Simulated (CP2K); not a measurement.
Consider 2-cyanothiazole at its PBE geometry (Å).

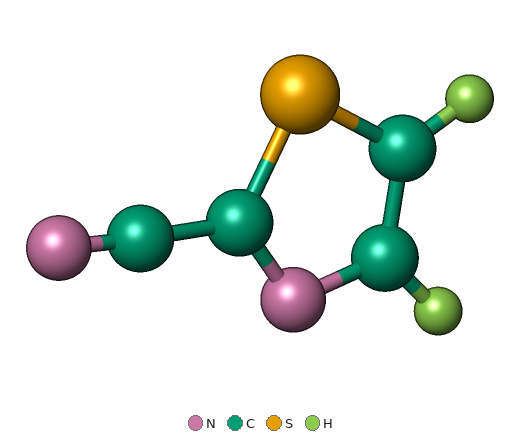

The molecule (nitrogen pink, carbon teal, sulfur orange, hydrogen green).

```xyz
9

N     3.4873   -0.1215    0.2561
C     2.3220   -0.1060    0.1783
C     0.9066   -0.0358    0.0685
N     0.0777   -1.0262    0.3534
C    -1.2124   -0.6347    0.1427
C    -1.3830    0.6582   -0.3088
S     0.1307    1.4294   -0.4796
H    -2.0203   -1.3376    0.3345
H    -2.3086    1.1741   -0.5451
```

Method: CP2K XAS_TDP, all-electron GAPW, PBEh(45%), aug-cc-pVDZ, TDA, GW2X-corrected core level, no relativity.

Question: Predict the bright core excitations at the C K edge.

Leading lines: C2 288.26 eV, C3 287.38 eV, C5 287.87 eV and C6 286.72 eV. The leading line of an atom is its first one with 35 % of the strongest within 2.5 eV of its lowest line over the strength cut. Core ionisation energies at this level: C3 294.18, C5 293.37, C2 294.19 and C6 293.07 eV.

The first six lines of each atom with a strength over 0.0015:

```csv
atom,energy (eV),states,"strength, one atom",above the computed threshold
C2 (bonded to C and N),288.26,1,0.0289,
,288.68,1,0.0496,
,291.72,1,0.0290,
,293.13,1,0.0071,
,293.49,1,0.0018,
,293.59,1,0.0026,
"C3 (bonded to C, N and S)",287.38,1,0.0437,
,290.04,1,0.0326,
,291.44,1,0.0023,
,292.46,1,0.0041,
,292.99,1,0.0154,
,293.19,1,0.0085,
"C5 (bonded to C, N and H)",287.87,1,0.0453,
,288.91,1,0.0122,
,290.92,1,0.0115,
,291.18,1,0.0087,
,291.85,1,0.0030,
,292.20,1,0.0017,
"C6 (bonded to C, S and H)",286.72,1,0.0473,
,289.50,1,0.0316,
,290.09,1,0.0040,
,290.59,1,0.0131,
,291.00,1,0.0062,
,291.87,1,0.0052,
```

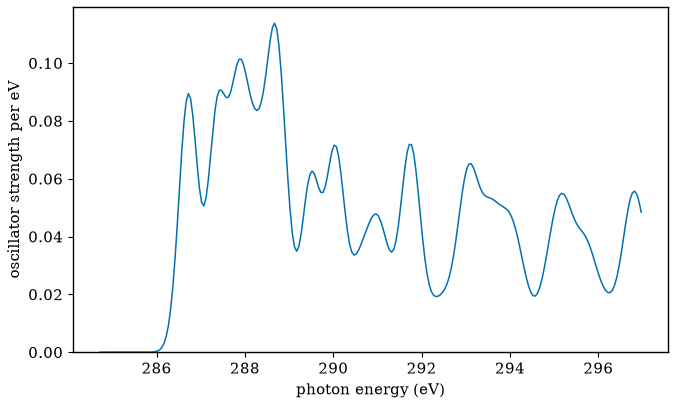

All atoms added, broadened by 0.5 eV.

Lines are vertical, at one geometry, with no vibrational structure. GW2X ionisation energies and lines can be off by 1 to 2 eV either way, and a good line position may hide errors that cancel. These values hold no scalar relativity, about 0.1 eV for C 1s. Rydberg lines, and the discretised continuum above threshold, depend on the basis and the box.

[Banner, clock and machine lines of the logs are left out without a mark of their own.]

[Logs are printed without paths, hosts, clocks, repeated set-up lines and the standing remarks that a program may print on its own settings, such as how far it seeks lower states.]

[Hosts, paths, dates, database ids (printed as entryN), source tags and the programs' standing remarks are cut or masked in the printed files.]
